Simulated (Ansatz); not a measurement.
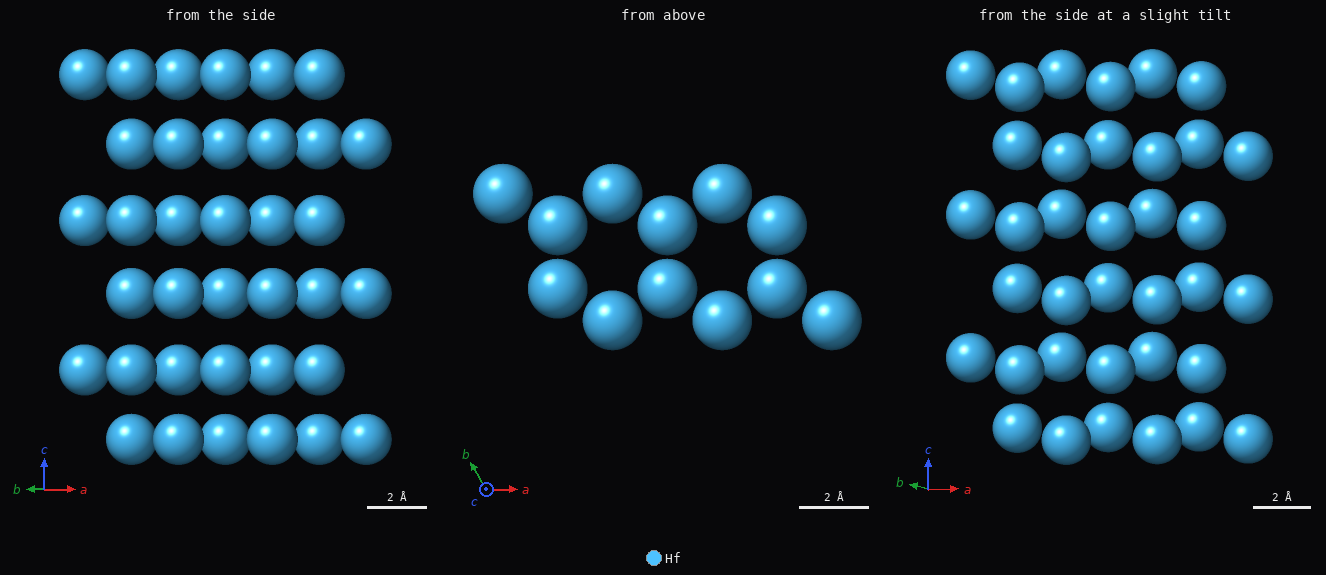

A spheres-only picture of a periodic slab, seen from the side, from above and from the side at a slight tilt. The surface normal points up in side views; the vacuum is left out. 3×2 cells are drawn in the plane, with atoms at the edges repeated.

The cell holds 6 Hf. The slab was cut from bulk Hf (P6_3/mmc).

> How far does the slab extend along the normal?

About 12 Å from the lowest to the highest atom.

> Count the planes and say what each contains, starting at the top.

Six planes: Hf / Hf / Hf / Hf / Hf / Hf.

> Along which plane was the crystal cut?

(0 0 1).

Computational set-up: DFT PBE, scalar-relativistic, plane waves, PAW in Ansatz 0.2.0, a cutoff energy of 420 eV, a 12×12×1 grid in reciprocal space, Gaussian smearing of 0.1 eV, no spin polarisation.

> State the work functions.

4.34 eV on both faces.

The initial geometry was a structure listed in the Materials Project, from which a slab was cut. The atoms were relaxed in a fixed cell with DFT PBE, scalar-relativistic, plane waves, PAW in Ansatz 0.2.0.
